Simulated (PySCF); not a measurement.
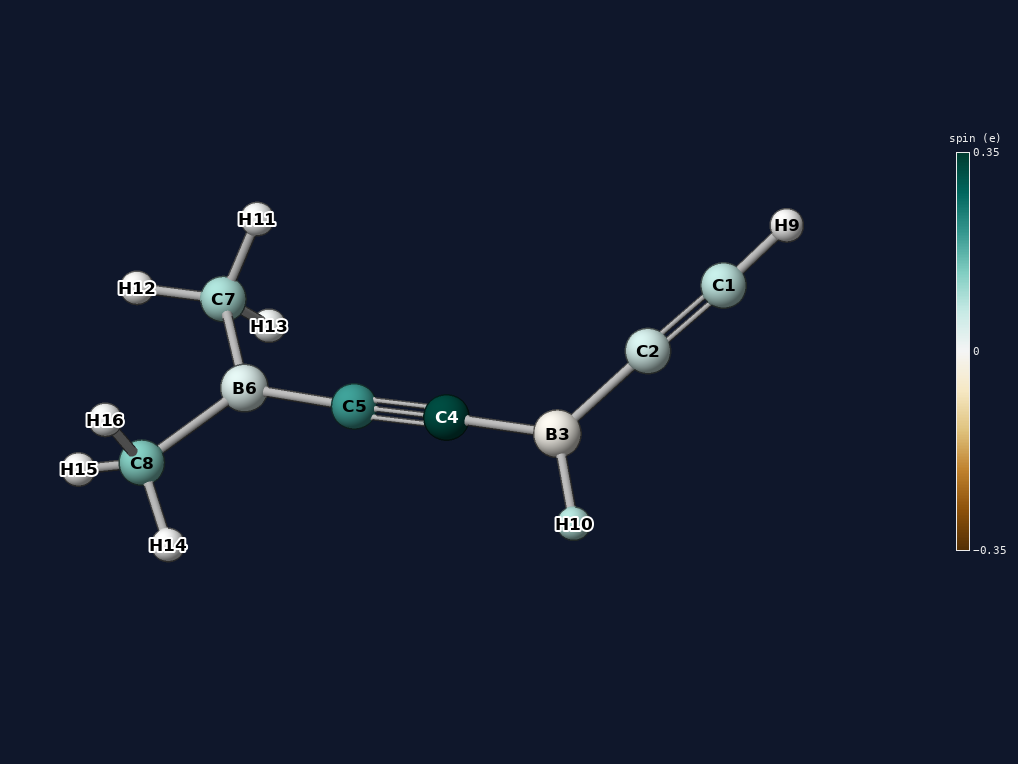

Atoms are coloured by their Mulliken spin populations. State: charge +1, doublet. The computed structure is the end point of a GFN2-xTB optimisation. No frequency run is at hand to confirm it as a minimum. Properties computed with UKS B3LYP, pcH-1 on B C H, non-relativistic (PySCF 2.14.0).

List the Mulliken spin populations.

| atom | value (e) |
| --- | --- |
| C1 | 0.08 |
| C2 | 0.05 |
| B3 | −0.01 |
| C4 | 0.32 |
| C5 | 0.20 |
| B6 | 0.03 |
| C7 | 0.10 |
| C8 | 0.14 |
| H9 | 0.00 |
| H10 | 0.09 |
| H11 | 0.00 |
| H12 | 0.00 |
| H13 | 0.01 |
| H14 | 0.00 |
| H15 | 0.00 |
| H16 | 0.00 |

Mulliken values depend strongly on the basis set. The geometry is semi-empirical. Around B such bond lengths and angles can be off by a tenth of an ångström or more and by several degrees, and values that hang on the shape move with them.
